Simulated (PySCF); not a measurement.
BW (sextet)

```yaml
atoms:
  - { symbol: B, position_ang: [0.0000, 0.0000, -1.8295] }
  - { symbol: W, position_ang: [0.0000, 0.0000, 0.1095] }
```

⟨S²⟩ = 8.86, above the pure value of 8.75.

Computed with PBE0/x2c-TZVPPall, spin-free X2C-1e, Gaussian nucleus, at a bond length of 1.939 Å in PySCF.

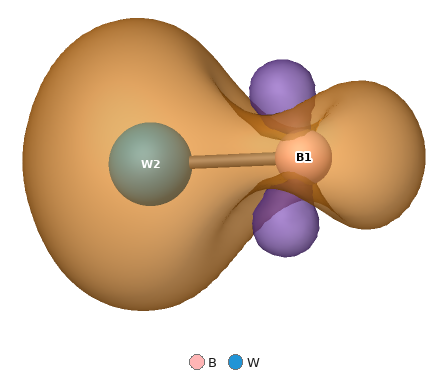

Figure 1. Isosurfaces of the spin density at +0.04 (orange) and −0.04 e/Å³ (purple), seen from one side.

Which atoms carry the spin?

Answer. The unpaired spin (5 electrons) lies mostly on W2 (about 4.2) and B1 (about 0.8), in electrons by Hirshfeld's partition.

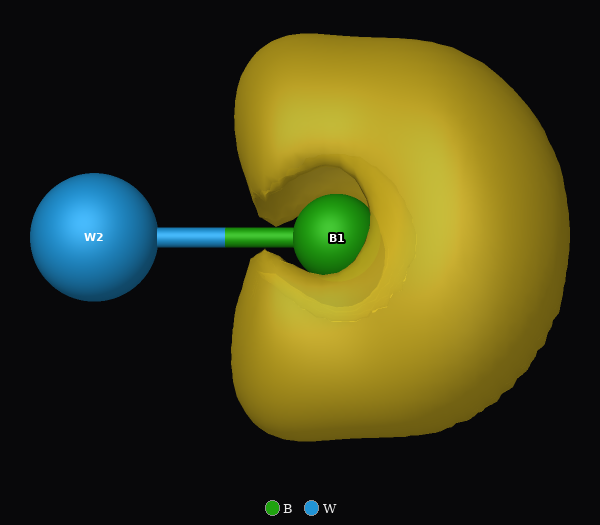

Figure 2. Isosurface of the electron localisation function at 0.75 (yellow), seen from one side. Only the valence region is drawn (cores and ρ < 0.01 e/Å³ removed).

Where are the electrons localised?

Answer. The ELF exceeds this value in one lobe on B, pointing away from the bonds (non-bonding electrons). Along the contacts the grid gives the following. B–W (1.94 Å): the ELF peaks at about 0.75 in the valence shell of B, 0.7 Å from its nucleus, and is about 0.35 at the midpoint.

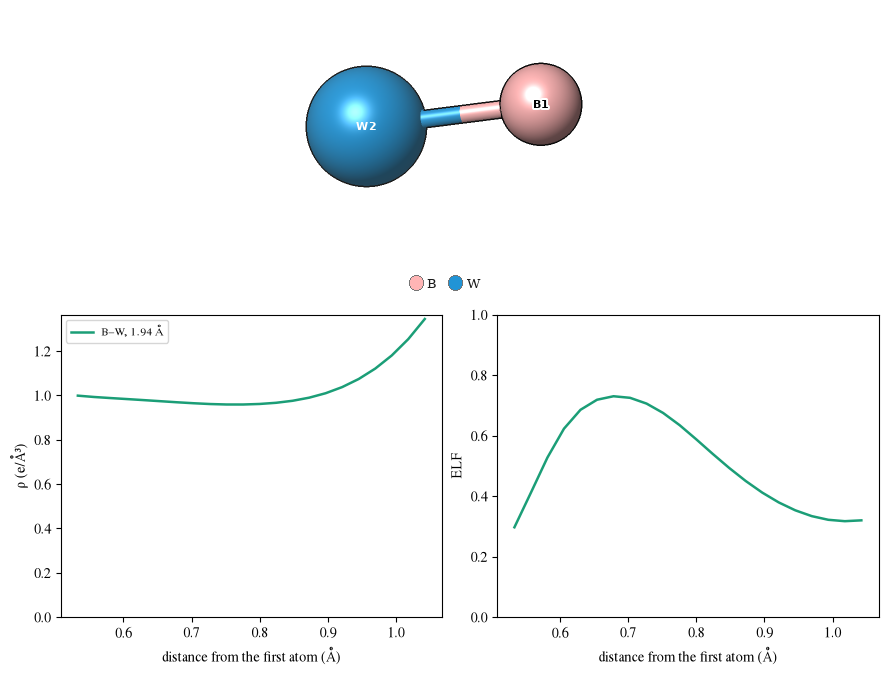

Figure 3. Total electron density and electron localisation function along straight lines between neighbouring atoms. The curves leave out the atomic cores. The structure is drawn too.

What can be read from the curves?

Answer. B–W (1.94 Å): ρ at the midpoint is about 1.1 e/Å³, with its minimum of 0.96 e/Å³ about 0.8 Å from B; the ELF peaks at about 0.75 in the valence shell of B, 0.7 Å from its nucleus, and is about 0.35 at the midpoint.
